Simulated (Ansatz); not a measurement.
BrGeH3···GeH4

Input file:

```
crystal:
  periodic: [false, false, false]
  atoms:
    - { symbol: Ge, position_ang: [-0.412912, 0.21749, -0.407159] }
    - { symbol: Ge, position_ang: [-0.218621, -0.269812, 3.165405] }
    - { symbol: H, position_ang: [-0.601786, -0.747859, 4.581985] }
    - { symbol: H, position_ang: [1.123064, -0.913423, 2.758425] }
    - { symbol: H, position_ang: [-0.066513, 1.263328, 3.168449] }
    - { symbol: H, position_ang: [0.529206, 0.98445, 0.535247] }
    - { symbol: H, position_ang: [-0.225596, 0.682529, -1.865388] }
    - { symbol: H, position_ang: [-0.23936, -1.307346, -0.281681] }
    - { symbol: Br, position_ang: [-2.654485, 0.752642, 0.197443] }
    - { symbol: H, position_ang: [-1.335595, -0.661999, 2.169673] }
basis:
  gaussian: { orbitals: def2-SVP }
hamiltonian:
  xc: b3lyp
  dispersion: d4
relax:
  f_tol: 0.03
  max_steps: 50
output:
  orbitals: {}
```

Launched as:

```sh
ansatz run input.yaml --threads 4 --pin off --max-ram 5120MiB --backend cpu --events-out ev --progress --plain --runs-dir out
```

The fields are those of the run's last geometry, not of the input's.

Method: RKS B3LYP-D4/def2-SVP in Ansatz 0.2.0.

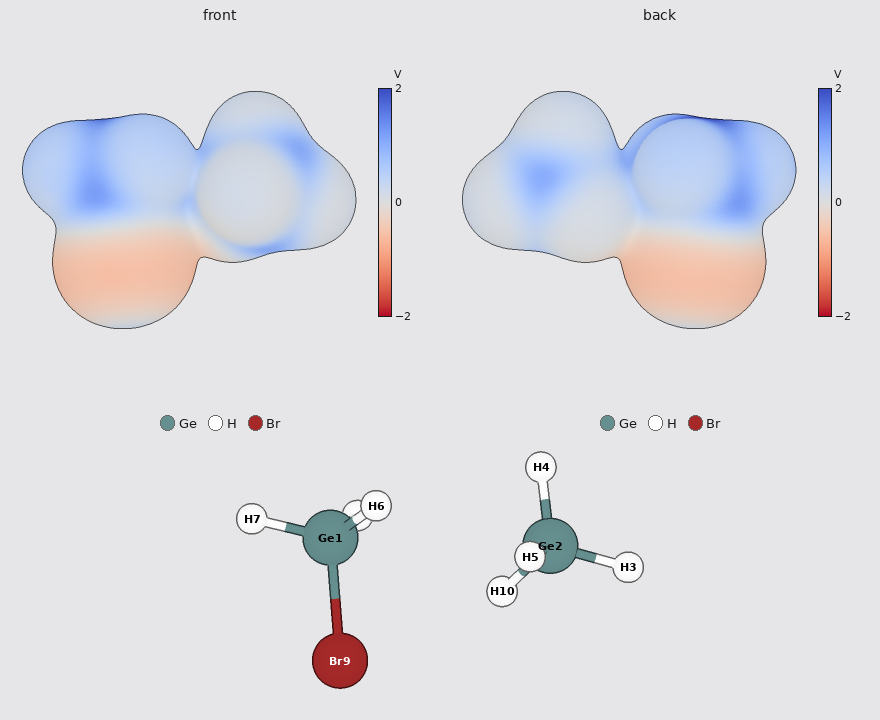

Figure 1. The molecular electrostatic potential painted on the density surface at 0.002 e/bohr³, seen from the front and from behind; red is negative and blue positive. The bare structure is drawn below in the same view.

### Describe the electrostatic potential map.

The most negative region (about −0.6 V, or −14 kcal/mol for a unit charge) lies over Br9, the most positive (about +1.8 V, or +42 kcal/mol for a unit charge) over Ge1. Br9 shows a σ-hole: about +0.2 V at the tip opposite its bond, against about −0.5 V, or −12 kcal/mol for a unit charge on its flanks.

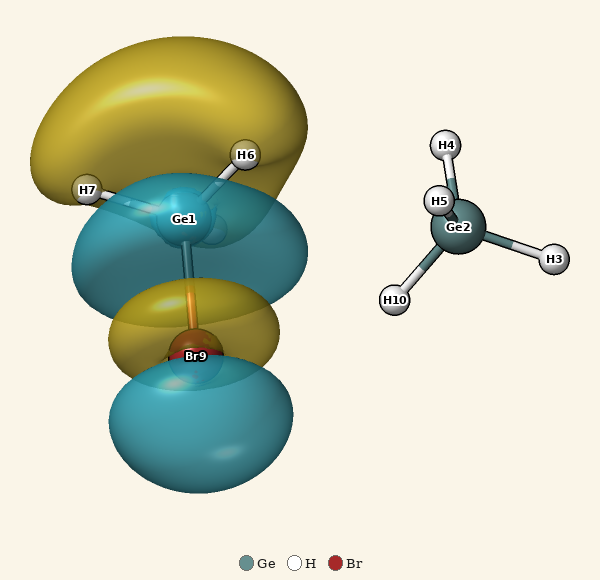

Figure 2. The LUMO at ±0.06 Å⁻³ᐟ² (yellow and cyan are the two phases), seen at a tilt.

### Describe this orbital and give its energy.

By Hirshfeld shares it lies mainly on Ge1 (about 50 %) and Br9 (about 35 %). Its energy is −0.80 eV.

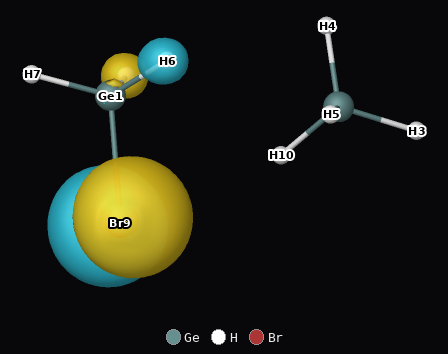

Figure 3. The HOMO−1 at ±0.15 Å⁻³ᐟ² (yellow and cyan are the two phases), seen across its widest extent.

### Where does this orbital lie, and at what energy?

By Hirshfeld shares it lies mainly on Br9 (about 85 %) and Ge1 (about 5 %); largely a lone pair of Br9. Its energy is −7.81 eV.
